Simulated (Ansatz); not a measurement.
# Cl2GaH2O: the cost of one run

Method: UKS PBE-D4/def2-SVP, in Ansatz 0.2.0.

## Step 1: Starting point

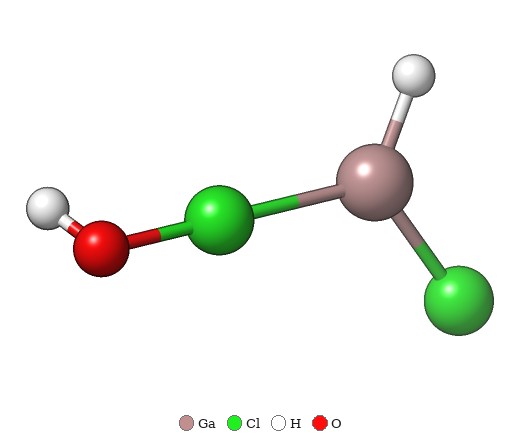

The starting structure, seen from a chosen angle (gallium pink, chlorine green, hydrogen white, oxygen red).

Structure file:

```xyz
6

Ga    0.0000    0.0000    0.0000
Cl    0.0000    0.0000    2.4900
Cl    1.9398    0.0000   -1.1200
H    -1.3596    0.0000   -0.7850
O     0.0000    0.0000    4.3800
H    -0.5144   -0.8011    4.7171
```

## Step 2: Pulling towards end A

Springs on the bonds that form and break draw the guess towards this end; the thresholds are loose.

input.yaml reads:

```yaml
crystal:
  periodic: [false, false, false]
  atoms:
    - { symbol: Ga, position_ang: [0.0, 0.0, 0.0] }
    - { symbol: Cl, position_ang: [0.0, 0.0, 2.49] }
    - { symbol: Cl, position_ang: [1.9398, 0.0, -1.12] }
    - { symbol: H, position_ang: [-1.3596, 0.0, -0.785] }
    - { symbol: O, position_ang: [0.0, 0.0, 4.38] }
    - { symbol: H, position_ang: [-0.5144, -0.8011, 4.7171] }
magnetization:
  spin_polarized: true
  initial_magnetization: 1
basis:
  gaussian: { orbitals: def2-SVP }
hamiltonian:
  xc: pbe
  dispersion: d4
relax:
  f_tol: 0.15
  max_steps: 25
  restrain:
    - { distance: [1, 4], at: 2.79, k: 30.0 }
    - { distance: [0, 1], at: 2.24, k: 30.0 }
```

Run with:

```console
ansatz run input.yaml --threads 4 --pin off --max-ram 5120MiB --backend cpu --events-out ev --progress --plain --runs-dir out
```

Q: Estimate wall time and peak memory on 4 threads of Intel Xeon 6975P-C (Granite Rapids), shared host.

About 9 s, with a peak of 0.24 GiB.
